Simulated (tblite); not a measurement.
## Relaxed scan, with input and output: C5H12BN

The run: relaxed scan of C5H12BN. Method and program: GFN2-xTB relaxed scan under a harmonic restraint, gas phase (tblite 0.8.0).

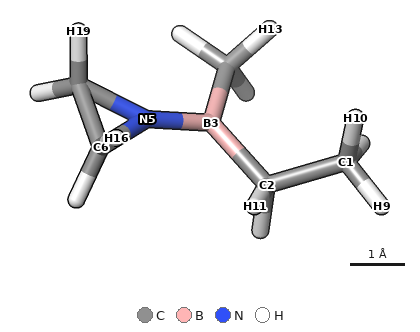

*The structure (stick view, seen at a tilt; atoms are numbered from 1 in the order of the input).*

Bond lengths as drawn: B–C 1.59 to 1.60 Å, B–N 1.37 Å, C–C 1.49 to 1.53 Å, C–H 1.08 to 1.09 Å and C–N 1.42 Å.

## The input
```
{"job": {"xc": "GFN2-xTB", "basis": "xTB", "coordinate": [["t", [6, 2, 5, 4], 0.3333333333333333], ["t", [2, 5, 6, 4], 0.3333333333333333], ["t", [5, 6, 2, 4], 0.3333333333333333]], "kind": "drive"}, "charge": 0, "multiplicity": 1}
C      2.381149    -0.634975     0.825524
C      0.993970    -1.073153     0.351090
B      0.116136     0.093233    -0.301918
C      0.748473     1.211444    -1.238545
N     -1.229413     0.114497    -0.053085
C     -2.346580    -0.472390     0.596439
C     -2.490852     0.729167    -0.268114
H      2.960671    -0.235314    -0.002911
H      2.930794    -1.472464     1.253625
H      2.296408     0.139075     1.585636
H      0.465546    -1.530202     1.191850
H      1.125782    -1.868167    -0.389478
H      1.377593     1.887424    -0.662210
H     -0.006468     1.817157    -1.734917
H      1.384055     0.778382    -2.008030
H     -2.417888    -0.358496     1.672476
H     -2.694460    -1.430956     0.227772
H     -2.940995     0.621277    -1.248772
H     -2.663724     1.693713     0.196106
```

The first line tells a small driver script what to run in tblite; the rest is the geometry in Å.

Run on 1 CPU thread, shared host.

Launched with:
```bash
OMP_NUM_THREADS=1 python <driver script> task.json out
```

## Log
```
point  coordinate     E/eV
  0     -0.300     -570.82919
  1     -0.200     -570.82916
  2     -0.100     -570.82916
  3      0.000     -570.82909
  4      0.100     -570.82911
  5      0.200     -570.82915
  6      0.300     -570.82912
  7      0.400     -570.82909
```

## Key numbers

```csv
quantity,value
outcome,converged
peak memory,0.18 GiB
```
